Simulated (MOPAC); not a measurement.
**Geometry relaxation of SiH₃S₃Cl (part 1 of 2)**

- system: SiH₃S₃Cl
- method: MNDO, closed shell (MOPAC 23.2.5)

The atoms were displaced at random from an optimised geometry.

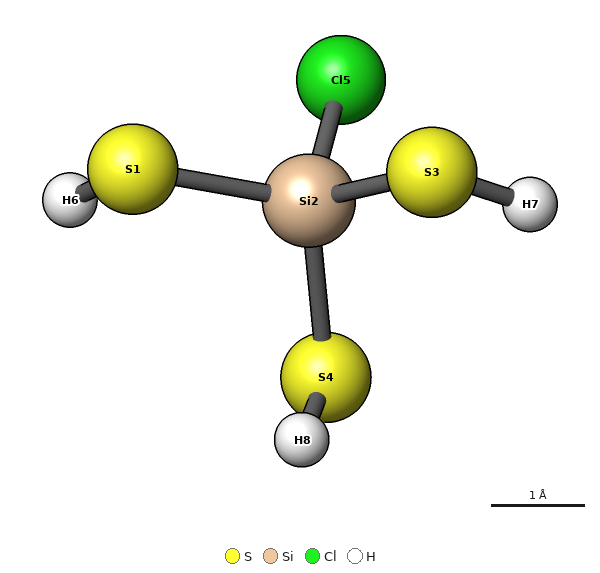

**Figure 1.** The structure as given in the input (ball-and-stick view, seen at a tilt; atoms are numbered from 1 in the order of the input).

### Input (input.mop)
```
MULLIK GNORM=0.05 CYCLES=300 EF PRECISE DISP MNDO THREADS=1 AUX(PRECISION=6)
MNDO optimise

S     -1.072277 +1     1.406392 +1     1.157634 +1
Si     0.157572 +1     0.270310 +1    -0.129878 +1
S      1.833059 +1    -0.161337 +1     1.066048 +1
S     -0.808387 +1    -1.445399 +1    -0.943508 +1
Cl     0.651943 +1     1.340060 +1    -1.823229 +1
H     -2.084834 +1     1.487074 +1     0.277674 +1
H      2.387037 +1    -0.921276 +1     0.136784 +1
H     -1.052738 +1    -1.975524 +1     0.253670 +1
```

Launch command:
```bash
mopac input.mop
```

### Output
```
MOPAC v23.2.5
MNDO CALCULATION RESULTS

 *  MNDO       - The MNDO Hamiltonian to be used
 *  PRECISE    - TIGHTER CRITERIA TO BE USED
 *  EF         - USE EF ROUTINE FOR MINIMUM SEARCH
 *  THREADS=1  - MULTI-THREADING NOT USED
 *  CYCLES=    - DO A MAXIMUM OF 300 STEPS
 *  GNORM      - EXIT WHEN GRADIENT NORM DROPS BELOW 0.050
 *  AUX        - OUTPUT AUXILIARY INFORMATION
 *  DISP       - PRINT DISPERSION AND HYDROGEN BOND ENERGIES
 *  MULLIK     - THE MULLIKEN ANALYSIS TO BE PERFORMED
MULLIK GNORM=0.05 CYCLES=300 EF PRECISE DISP MNDO THREADS=1 AUX(PRECISION=6)
 MNDO optimise

   ATOM   CHEMICAL          X               Y               Z
  NUMBER   SYMBOL      (ANGSTROMS)     (ANGSTROMS)     (ANGSTROMS)

     1       S         -1.07227700  *   1.40639200  *   1.15763400  *
     2      Si          0.15757200  *   0.27031000  *  -0.12987800  *
     3       S          1.83305900  *  -0.16133700  *   1.06604800  *
     4       S         -0.80838700  *  -1.44539900  *  -0.94350800  *
     5      Cl          0.65194300  *   1.34006000  *  -1.82322900  *
     6       H         -2.08483400  *   1.48707400  *   0.27767400  *
     7       H          2.38703700  *  -0.92127600  *   0.13678400  *
     8       H         -1.05273800  *  -1.97552400  *   0.25367000  *

          CARTESIAN COORDINATES

    NO.       ATOM           X           Y           Z

     1         S         -1.0723      1.4064      1.1576
     2        Si          0.1576      0.2703     -0.1299
     3         S          1.8331     -0.1613      1.0660
     4         S         -0.8084     -1.4454     -0.9435
     5        Cl          0.6519      1.3401     -1.8232
     6         H         -2.0848      1.4871      0.2777
     7         H          2.3870     -0.9213      0.1368
     8         H         -1.0527     -1.9755      0.2537

           Empirical Formula: H3 S3 Si Cl  =     8 atoms

      MOLECULAR POINT GROUP   :   C1

      RHF CALCULATION, NO. OF DOUBLY OCCUPIED LEVELS = 16

          Geometry optimization using EF

          DIAGONAL MATRIX USED AS START HESSIAN
```

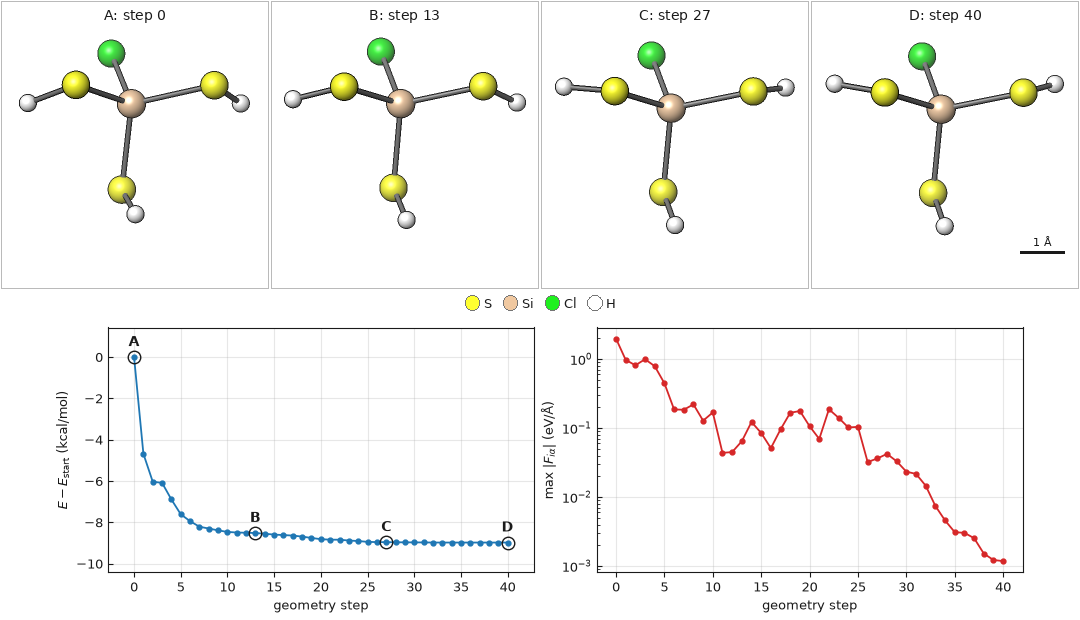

**Figure 2.** Frames of the relaxation (ball-and-stick view, seen at a tilt) above the curves, on which the letters mark them (steps are counted from 0).

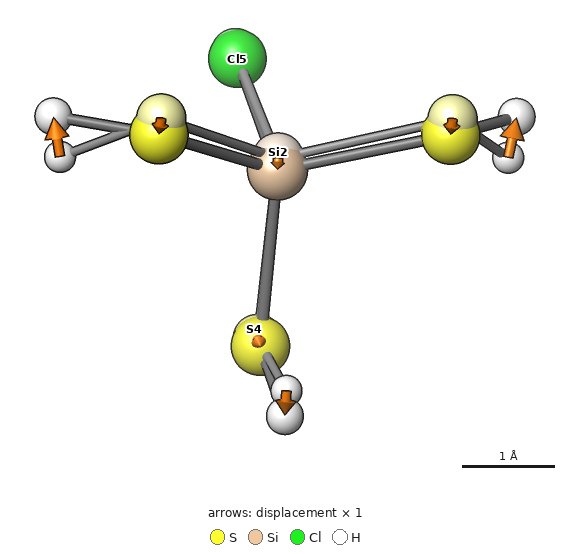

**Figure 3.** Start (faint) and end (solid) with the displacements as orange arrows, at true length (ball-and-stick view, seen at a tilt). The two geometries are laid on each other by the best rigid fit. The largest move after the best rigid fit is that of H7, 0.46 Å. By element the largest moves are H 0.46 Å, S 0.19 Å, Si 0.13 Å, Cl 0.08 Å. Among the contacts that change: Si2–S4 2.130 → 2.056 Å, S1–Si2 2.112 → 2.051 Å, Si2–S3 2.103 → 2.051 Å, S1–H6 1.344 → 1.297 Å. Among the angles that change: Si2–S4–H8 93.5° → 106.0°, Si2–S1–H6 94.1° → 105.9°, S1–Si2–S3 103.2° → 107.6°. After 40 geometry steps the energy has fallen by 8.97 kcal/mol. Largest force component: 2 eV/Å at the start, 0.0012 eV/Å at the end. (Atoms are counted from 1 in the order of the input.)

```
 CYCLE:     1 TIME:   0.008 TIME LEFT:  2.00D  GRAD.:    95.519 HEAT: -29.23577
 CYCLE:     2 TIME:   0.000 TIME LEFT:  2.00D  GRAD.:    49.134 HEAT: -33.91379
 CYCLE:     3 TIME:   0.000 TIME LEFT:  2.00D  GRAD.:    44.265 HEAT: -35.26323
 CYCLE:     4 TIME:   0.008 TIME LEFT:  2.00D  GRAD.:    53.369 HEAT: -35.31977
 CYCLE:     5 TIME:   0.000 TIME LEFT:  2.00D  GRAD.:    41.717 HEAT: -36.12381
 CYCLE:     6 TIME:   0.000 TIME LEFT:  2.00D  GRAD.:    16.976 HEAT: -36.83972
 CYCLE:     7 TIME:   0.000 TIME LEFT:  2.00D  GRAD.:     9.547 HEAT: -37.17371
 CYCLE:     8 TIME:   0.008 TIME LEFT:  2.00D  GRAD.:     8.954 HEAT: -37.44114
 CYCLE:     9 TIME:   0.000 TIME LEFT:  2.00D  GRAD.:    11.832 HEAT: -37.52919
 CYCLE:    10 TIME:   0.000 TIME LEFT:  2.00D  GRAD.:     9.132 HEAT: -37.61808
 CYCLE:    11 TIME:   0.000 TIME LEFT:  2.00D  GRAD.:     5.295 HEAT: -37.69301
 CYCLE:    12 TIME:   0.000 TIME LEFT:  2.00D  GRAD.:     2.080 HEAT: -37.72198
 CYCLE:    13 TIME:   0.008 TIME LEFT:  2.00D  GRAD.:     2.102 HEAT: -37.73315
 CYCLE:    14 TIME:   0.000 TIME LEFT:  2.00D  GRAD.:     2.913 HEAT: -37.74590
 CYCLE:    15 TIME:   0.000 TIME LEFT:  2.00D  GRAD.:     5.044 HEAT: -37.78118
 CYCLE:    16 TIME:   0.000 TIME LEFT:  2.00D  GRAD.:     3.534 HEAT: -37.82259
 CYCLE:    17 TIME:   0.000 TIME LEFT:  2.00D  GRAD.:     2.543 HEAT: -37.84568
 CYCLE:    18 TIME:   0.008 TIME LEFT:  2.00D  GRAD.:     3.380 HEAT: -37.86985
 CYCLE:    19 TIME:   0.000 TIME LEFT:  2.00D  GRAD.:     5.020 HEAT: -37.91993
 CYCLE:    20 TIME:   0.000 TIME LEFT:  2.00D  GRAD.:     6.164 HEAT: -37.98526
 CYCLE:    21 TIME:   0.000 TIME LEFT:  2.00D  GRAD.:     5.180 HEAT: -38.04405
 CYCLE:    22 TIME:   0.000 TIME LEFT:  2.00D  GRAD.:     3.002 HEAT: -38.06870
 CYCLE:    23 TIME:   0.000 TIME LEFT:  2.00D  GRAD.:    10.175 HEAT: -38.07018
 CYCLE:    24 TIME:   0.008 TIME LEFT:  2.00D  GRAD.:     4.478 HEAT: -38.10964
 CYCLE:    25 TIME:   0.000 TIME LEFT:  2.00D  GRAD.:     3.331 HEAT: -38.13366
 CYCLE:    26 TIME:   0.000 TIME LEFT:  2.00D  GRAD.:     6.058 HEAT: -38.17455
 CYCLE:    27 TIME:   0.000 TIME LEFT:  2.00D  GRAD.:     1.062 HEAT: -38.18561
 CYCLE:    28 TIME:   0.008 TIME LEFT:  2.00D  GRAD.:     1.615 HEAT: -38.18986
 CYCLE:    29 TIME:   0.000 TIME LEFT:  2.00D  GRAD.:     2.329 HEAT: -38.19425
 CYCLE:    30 TIME:   0.000 TIME LEFT:  2.00D  GRAD.:     1.673 HEAT: -38.19765
 CYCLE:    31 TIME:   0.000 TIME LEFT:  2.00D  GRAD.:     0.937 HEAT: -38.20065
 CYCLE:    32 TIME:   0.008 TIME LEFT:  2.00D  GRAD.:     0.939 HEAT: -38.20227
 CYCLE:    33 TIME:   0.000 TIME LEFT:  2.00D  GRAD.:     0.621 HEAT: -38.20692
 CYCLE:    34 TIME:   0.000 TIME LEFT:  2.00D  GRAD.:     0.345 HEAT: -38.20758
 CYCLE:    35 TIME:   0.000 TIME LEFT:  2.00D  GRAD.:     0.261 HEAT: -38.20776
 CYCLE:    36 TIME:   0.000 TIME LEFT:  2.00D  GRAD.:     0.137 HEAT: -38.20779
 CYCLE:    37 TIME:   0.000 TIME LEFT:  2.00D  GRAD.:     0.144 HEAT: -38.20783
 CYCLE:    38 TIME:   0.008 TIME LEFT:  2.00D  GRAD.:     0.107 HEAT: -38.20789
 CYCLE:    39 TIME:   0.000 TIME LEFT:  2.00D  GRAD.:     0.085 HEAT: -38.20796
 CYCLE:    40 TIME:   0.000 TIME LEFT:  2.00D  GRAD.:     0.059 HEAT: -38.20799
 CYCLE:    41 TIME:   0.000 TIME LEFT:  2.00D  GRAD.:     0.047 HEAT: -38.20799

     GRADIENT =  0.04725 IS LESS THAN CUTOFF =  0.05000

 -------------------------------------------------------------------------------
 MULLIK GNORM=0.05 CYCLES=300 EF PRECISE DISP MNDO THREADS=1 AUX(PRECISION=6)
 MNDO optimise

     GEOMETRY OPTIMISED USING EIGENVECTOR FOLLOWING (EF).
     SCF FIELD WAS ACHIEVED

                              MNDO CALCULATION

          FINAL HEAT OF FORMATION =        -38.20799 KCAL/MOL =    -159.86225 KJ/MOL

          TOTAL ENERGY            =     -27044.10763 KCAL/MOL = ELECTRONIC ENERGY + CORE-CORE REPULSION
          ENERGY OF ATOMS         =      27005.89963 KCAL/MOL
                              SUM =        -38.20799 KCAL/MOL
          DISPERSION ENERGY       =          0.00000 KCAL/MOL
                              SUM =        -38.20799 KCAL/MOL = FINAL HEAT OF FORMATION

          TOTAL ENERGY            =      -1172.74350 EV
          ELECTRONIC ENERGY       =      -3169.26276 EV
          CORE-CORE REPULSION     =       1996.51925 EV
          COSMO AREA              =        157.12 SQUARE ANGSTROMS
          COSMO VOLUME            =        159.27 CUBIC ANGSTROMS

          GRADIENT NORM           =          0.04725          =       0.01671 PER ATOM
          IONIZATION POTENTIAL    =         10.825285 EV
          HOMO LUMO ENERGIES (EV) =        -10.825 -1.383
          NO. OF FILLED LEVELS    =         16
          MOLECULAR WEIGHT        =        162.7422         POINT GROUP:  Cs

          MOLECULAR DIMENSIONS (Angstroms)

            Atom       Atom       Distance
            H     7    H     6     5.25492
            H     8   Cl     5     4.40873
            S     3    S     4     2.71480

          SCF CALCULATIONS        =         45

          WALL-CLOCK TIME         =      0.078 SECONDS
          COMPUTATION TIME        =      0.073 SECONDS

   ATOM   CHEMICAL          X               Y               Z
  NUMBER   SYMBOL      (ANGSTROMS)     (ANGSTROMS)     (ANGSTROMS)

     1       S         -1.11872996  *   1.33821100  *   1.09048210  *
     2      Si          0.13083229  *   0.24291679  *  -0.11134044  *
     3       S          1.79471436  *  -0.22988314  *   0.99018455  *
     4       S         -0.79849863  *  -1.43851963  *  -0.84325973  *
     5      Cl          0.67324136  *   1.35738411  *  -1.78951199  *
     6       H         -1.89802196  *   1.99484215  *   0.28890443  *
     7       H          2.72746377  *  -0.49384575  *   0.12920809  *
     8       H         -1.14265952  *  -2.13653579  *   0.19339205  *

                             CARTESIAN COORDINATES

   1    S       -1.118729959     1.338211001     1.090482101
   2   Si        0.130832286     0.242916791    -0.111340436
   3    S        1.794714355    -0.229883138     0.990184553
   4    S       -0.798498634    -1.438519632    -0.843259730
   5   Cl        0.673241355     1.357384112    -1.789511990
   6    H       -1.898021963     1.994842148     0.288904434
   7    H        2.727463767    -0.493845753     0.129208089
   8    H       -1.142659524    -2.136535794     0.193392050

           Empirical Formula: H3 S3 Si Cl  =     8 atoms

      MOLECULAR POINT GROUP   :   Cs

                  EIGENVALUES
 -27.59092 -24.85044 -22.76357 -22.55919 -17.97713 -16.25064 -15.12541 -14.98310
 -13.90807 -13.55004 -12.88069 -12.31021 -11.83980 -10.97973 -10.84242 -10.82528
  -1.38345  -1.00968  -0.95841  -0.76577   1.49643   1.55570   1.57573

              NET ATOMIC CHARGES AND DIPOLE CONTRIBUTIONS

  ATOM NO.   TYPE          CHARGE      No. of ELECS.   s-Pop       p-Pop
    1          S          -0.224355        6.2244     1.83451     4.38985
    2         Si           0.984873        3.0151     1.09810     1.91702
    3          S          -0.224238        6.2242     1.83454     4.38970
    4          S          -0.248853        6.2489     1.83434     4.41451
    5         Cl          -0.397716        7.3977     1.98618     5.41153
    6          H           0.036868        0.9631     0.96313
    7          H           0.036832        0.9632     0.96317
    8          H           0.036588        0.9634     0.96341
 DIPOLE           X         Y         Z       TOTAL
 POINT-CHG.    -0.495    -1.029     1.766     2.103
 HYBRID         0.107     0.317    -1.683     1.716
 SUM           -0.388    -0.711     0.083     0.814

          ATOMIC ORBITAL ELECTRON POPULATIONS
```
